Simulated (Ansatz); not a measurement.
Layers are cut from database crystals; whether they can be made is not shown.

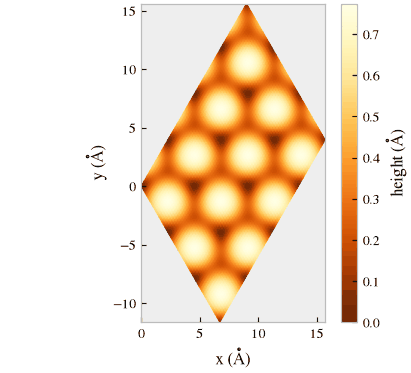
Figure. Simulated constant-current image at -2.1 V from a Fermi level inside the gap (filled states down to 1.0 eV under the valence edge)

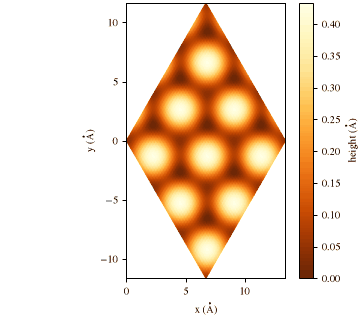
Figure. Simulated constant-current image at +2.0 V from a Fermi level inside the gap (empty states up to 1.0 eV over the conduction edge)

All values below come from PBE, Tersoff-Hamann images (plane waves, PAW; Ansatz, a first-principles code).

Mesh 18×18×1, no spin-orbit coupling, no spin polarisation; biases count from the run's Fermi level. The set point is the mean density 3.5 Å over the top atom.

The sample is: single layer of AgI (symmetry P-3m1 as a slab, 4 atoms a cell). Atoms are numbered in the order of this list of the upper atoms (x, y, depth in Å): Ag1 (0.0, 0.0, 1.3); I4 (2.3, -1.3, 0.0).

Q: Which sites are bright, and how large is the corrugation?

A: At -2.1 V the maximum lies over I4 and the sites alike, corrugation about 0.77 Å. At +2.0 V the maximum lies over I4 and the sites alike, corrugation about 0.43 Å.
